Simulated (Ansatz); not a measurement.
Starting cell, CdS (wurtzite):

```yaml
crystal:
  lattice:
    - [4.19618, 0.00000, 0.00000]
    - [-2.09809, 3.63400, 0.00000]
    - [0.00000, 0.00000, 13.65906]
  atoms:
    - { symbol: Cd, position: [0.33333, 0.66667, 0.49958] }
    - { symbol: Cd, position: [0.33333, 0.66667, 0.99958] }
    - { symbol: Cd, position: [0.66667, 0.33333, 0.24958] }
    - { symbol: Cd, position: [0.66667, 0.33333, 0.74958] }
    - { symbol: S, position: [0.33333, 0.66667, 0.18782] }
    - { symbol: S, position: [0.33333, 0.66667, 0.68782] }
    - { symbol: S, position: [0.66667, 0.33333, 0.43782] }
    - { symbol: S, position: [0.66667, 0.33333, 0.93782] }
```

A phonon eigenvector at A = (0.0, 0.0, 0.5) is frozen into this cell: atom i moves by Q times the vector below, so Q is the largest atomic displacement, in Å. The cell is held. It is one choice among 2 degenerate patterns. (q is in reciprocal vectors of the primitive cell; the cell shown is doubled to hold the pattern.)

| atom | x | y | z |
|---|---|---|---|
| Cd1 | 0.000 | 0.000 | 0.459 |
| Cd2 | 0.000 | 0.000 | -0.459 |
| Cd3 | 0.000 | 0.000 | -1.000 |
| Cd4 | 0.000 | 0.000 | 1.000 |
| S5 | 0.000 | 0.000 | -0.647 |
| S6 | 0.000 | 0.000 | 0.647 |
| S7 | 0.000 | 0.000 | -0.459 |
| S8 | 0.000 | 0.000 | 0.459 |

Computed with PBE (plane waves to 420 eV, PAW, scalar-relativistic; Ansatz, a quantum-chemistry and plane-wave program). k mesh 9×9×3 (Γ-centred), Fermi-Dirac smearing 0.05 eV. E stands for the smeared free energy. CdS was relaxed with its symmetry unable to fall. ΔE is measured from the undisplaced structure.

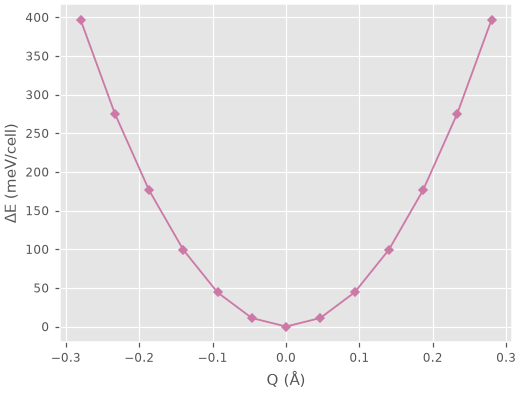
Fig. 1. ΔE (meV/cell) against Q (Å); computed points joined by lines.

What is the energy change at Q = 0.280 Å?

About 400 meV/cell.

What harmonic wavenumber does the curvature at Q = 0 give?

About 94 cm⁻¹.

(For displaced atoms, the force is minus the slope of the energy, and its curvature is a force constant, which sets phonon frequencies.)
